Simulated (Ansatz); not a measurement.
Bi (A7 type, space group R-3m)

```yaml
crystal:
  lattice:
    - [2.26027, 1.30497, 4.00943]
    - [-2.26027, 1.30497, 4.00943]
    - [0.00000, -2.60994, 4.00943]
  atoms:
    - { symbol: Bi, position: [0.23371, 0.23371, 0.23371] }
    - { symbol: Bi, position: [0.76629, 0.76629, 0.76629] }
```

In this cell atom 1 (Bi, nearest neighbour Bi at 3.068 Å; its periodic images, 4.5 Å or more away, move with it) is moved by u·(0.707, 0.707, 0.000) + v·(0.000, 0.000, 1.000); the rest is frozen.

These are r2SCAN+rVV10 (plane waves to 500 eV, PAW, scalar-relativistic; Ansatz, a program for electronic structure) values and carry that method's errors. k mesh 10×10×10 (Γ-centred), Fermi-Dirac smearing 0.05 eV. Energies are smeared free energies. Compression counts positive. Points where atoms come too close for the PAW data are left out (x in tables, blank in figures). With partly filled bands, energies and forces of such displacements shift with the k mesh and the smearing. Bi was relaxed with its symmetry unable to fall. Spin-orbit coupling is left out, though Bi is heavy. The zero of ΔE is the undisplaced structure. Axes are in Å.

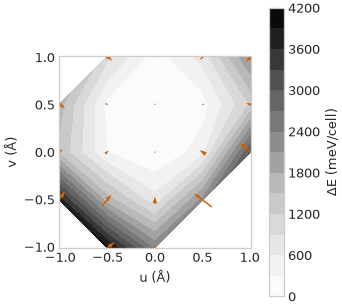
*ΔE (meV/cell) over the plane, with arrows for the in-plane force on the moved atom.*

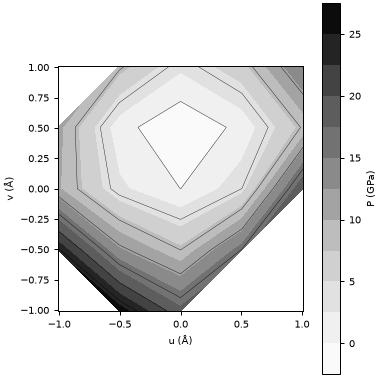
Figure. P (GPa) over the 5×5 grid of computed points.

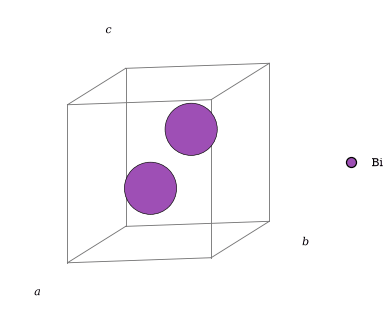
*The cell of the calculation at u = -0.505 Å, v = -1.010 Å.*

Lowest place on the grid: u = 0.000 Å, v = 0.000 Å (0 meV/cell).

(A displaced cell: forces are minus the slopes of the energy, force constants its curvatures, and phonons follow from these.)
